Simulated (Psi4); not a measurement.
# GeH2S (SMILES [SH][GeH]): PKZB/cc-pVTZ (ZORA)

Aim: the vertical electron affinity of GeH2S at PKZB/cc-pVTZ (ZORA), from 2 runs. 

The calculation is run with Psi4 1.11.

5 further runs of the same task are left out: 2 for a known fault of the program, 1 that didn't finish, 2 set aside as unsound or not needed.

### 1 The molecule

The species is GeH2S (4 atoms), meant as a singlet with charge 0. As SMILES, `[SH][GeH]`. The coordinates come from a PBE0-D4/def2-TZVP relaxation.

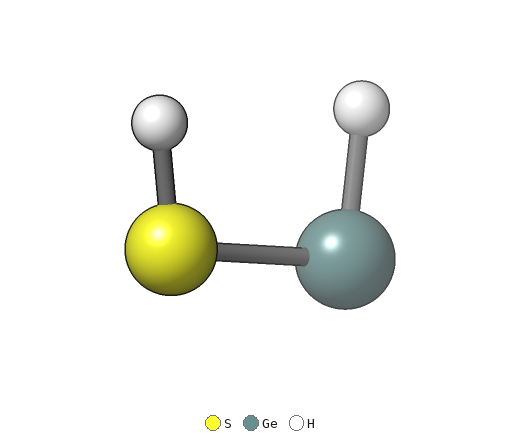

Viewed from a chosen angle; sulfur yellow, germanium teal, hydrogen white.

### 2 A single-point energy at PKZB/cc-pVTZ (ZORA)

The input, job.inp:

```
memory 1600 MB

molecule molecule1 {
  0 1
  S     -0.443300    -1.201800     0.271700
  Ge    -0.841700     0.737900    -0.743600
  H      0.779200    -0.962100     0.771200
  H      0.561200     1.365900    -0.319400
}

set {
  basis        cc-pVTZ
  scf_type     pk
  relativistic zora
}

result, w = energy("pkzb", return_wfn=True)
```

Started as:

```
psi4 -n 1 job.inp job.out
```

job.out:

```text
[...]
  Running in c1 symmetry.
[...]
  Nuclear repulsion =  147.947927550731919
[...]
  Multiplicity = 1
[...]
  Nalpha       = 25
  Nbeta        = 25
[...]
    Number of basis functions: 105
[...]
   @RKS iter   1: -2505.92676390605357   -1.68454e+00   2.18110e-02 DIIS/ADIIS
[...]
   @RKS iter  10: -2507.52838941435039   -2.85196e-07   9.23032e-07 DIIS
[...]
    Orbital Energies [Eh]
    ---------------------
    Doubly Occupied:
       1A   -408.079538     2A    -88.685035     3A    -50.608588
       4A    -44.371746     5A    -44.369295     6A    -44.367831
       7A     -7.762798     8A     -6.190998     9A     -5.709542
      10A     -5.704917    11A     -5.703974    12A     -4.265172
      13A     -4.257667    14A     -4.252230    15A     -1.074898
      16A     -1.073162    17A     -1.068947    18A     -1.064972
      19A     -1.063327    20A     -0.672796    21A     -0.463871
      22A     -0.372047    23A     -0.268963    24A     -0.252018
      25A     -0.221831
[...]
  @RKS Final Energy: -2507.52838941435039
   => Energetics <=
    Nuclear Repulsion Energy =            147.9479275507319187
    One-Electron Energy =               -3775.2048967162550070
    Two-Electron Energy =                1223.5629309898761221
    DFT Exchange-Correlation Energy =    -103.8343512387035190
    Empirical Dispersion Energy =           0.0000000000000000
    VV10 Nonlocal Energy =                  0.0000000000000000
    Total Energy =                      -2507.5283894143503858
[...]
 Multipole Moments:
 ------------------------------------------------------------------------------------
     Multipole            Electronic (a.u.)      Nuclear  (a.u.)        Total (a.u.)
 ------------------------------------------------------------------------------------
 L = 1.  Multiply by 2.5417464519 to convert [e a0] to [Debye]
 Dipole X            :         -3.6863667            3.9383739            0.2520072
 Dipole Y            :          5.6268037           -5.4256735            0.2011302
 Dipole Z            :         -4.1889948            4.2278567            0.0388620
 Magnitude           :                                                    0.3247634
[...]
```

Run time: 97 s. Hardware: 1 thread of Intel Xeon Platinum 8259CL at 2.50GHz (Skylake/Cascade Lake), shared host; peak memory 1.6 GiB.

### 3 The doublet anion at the same level

The input, geh2s.xyz:

```xyz
4
GeH2S
S     -0.443300    -1.201800     0.271700
Ge    -0.841700     0.737900    -0.743600
H      0.779200    -0.962100     0.771200
H      0.561200     1.365900    -0.319400
```

The input, run.py:

```python
import psi4

psi4.set_memory(1600000000)
psi4.set_num_threads(1)
psi4.set_output_file('psi4.out', False)

with open('geh2s.xyz') as f:
    atoms = ''.join(f.readlines()[2:])
molecule = psi4.geometry('-1 2\n' + atoms + '')

psi4.set_options(dict(reference='uks', scf_type='pk', relativistic='zora'))

e, wfn = psi4.energy('pkzb/cc-pVTZ', molecule=molecule, return_wfn=True)
print(f'total energy {e:.8f} hartree = {e * 27.211386:.5f} eV')
```

Started as:

```
python run.py
```

psi4.out:

```text
[...]
  Running in c1 symmetry.
[...]
  Nuclear repulsion =  147.947927550731919
[...]
  Multiplicity = 2
[...]
  Nalpha       = 26
  Nbeta        = 25
[...]
    Number of basis functions: 105
[...]
   @UKS iter   1: -2505.68578501534876   -1.44356e+00   2.26121e-02 DIIS/ADIIS
[...]
   @UKS iter  11: -2507.54491883929677   -1.54464e-07   9.08034e-07 DIIS
[...]
   @S^2 Observed:                7.540194319E-01
[...]
    Orbital Energies [Eh]
    ---------------------
    Alpha Occupied:
       1A   -407.822935     2A    -88.464048     3A    -50.352865
       4A    -44.114520     5A    -44.114379     6A    -44.113033
       7A     -7.543262     8A     -5.935888     9A     -5.491172
      10A     -5.485812    11A     -5.482927    12A     -4.005668
      13A     -4.003527    14A     -4.000500    15A     -0.817734
      16A     -0.816391    17A     -0.814651    18A     -0.812351
      19A     -0.812236    20A     -0.460329    21A     -0.240495
      22A     -0.165301    23A     -0.058394    24A     -0.043909
      25A     -0.004704    26A      0.084343
    Alpha Virtual:
[...]
  @UKS Final Energy: -2507.54491883929677
   => Energetics <=
    Nuclear Repulsion Energy =            147.9479275507319187
    One-Electron Energy =               -3787.1199734539191013
    Two-Electron Energy =                1235.6896321106355572
    DFT Exchange-Correlation Energy =    -104.0625050467453860
    Empirical Dispersion Energy =           0.0000000000000000
    VV10 Nonlocal Energy =                  0.0000000000000000
    Total Energy =                      -2507.5449188392967699
[...]
 Multipole Moments:
 ------------------------------------------------------------------------------------
     Multipole            Electronic (a.u.)      Nuclear  (a.u.)        Total (a.u.)
 ------------------------------------------------------------------------------------
 L = 1.  Multiply by 2.5417464519 to convert [e a0] to [Debye]
 Dipole X            :         -3.7689000            3.9383739            0.1694739
 Dipole Y            :          5.2959842           -5.4256735           -0.1296893
 Dipole Z            :         -4.0897868            4.2278567            0.1380699
 Magnitude           :                                                    0.2541732
[...]
```

The script printed:

```text
total energy -2507.54491884 hartree = -68233.77270 eV
```

Run time: 1.8 min. Hardware: 1 thread of Intel Xeon Platinum 8259CL at 2.50GHz (Skylake/Cascade Lake), shared host; peak memory 1.6 GiB.

### 4 What came out

Level: PKZB/cc-pVTZ (ZORA).

| quantity | value |
| --- | --- |
| singlet GeH2S: total energy | -2507.52839 Eh |
| singlet GeH2S: dipole moment | 0.83 D |
| singlet GeH2S: HOMO energy | -6.04 eV |
| singlet GeH2S: LUMO energy | -3.12 eV |
| singlet GeH2S: HOMO–LUMO gap | 2.92 eV |
| doublet anion: total energy | -2507.54492 Eh |
| doublet anion: HOMO energy (highest over α and β) | 2.30 eV |
| doublet anion: LUMO energy (lowest over α and β) | 3.59 eV |
| doublet anion: ⟨S²⟩ | 0.754 |
| vertical electron affinity (to the doublet anion) | 0.450 eV |

At fixed nuclei the extra electron is bound by 0.45 eV (43.4 kJ/mol). The basis has no diffuse functions, so the error can be as large as this value. The basis (singlet GeH2S) was contracted for non-relativistic atoms, which limits what the relativistic Hamiltonian can do in the core. The HOMO (doublet anion) lies at positive energy, 2.30 eV, as semi-local functionals often give for anions; only total energies tell whether the electron is bound. The basis (doublet anion) was contracted for non-relativistic atoms, which limits what the relativistic Hamiltonian can do in the core.
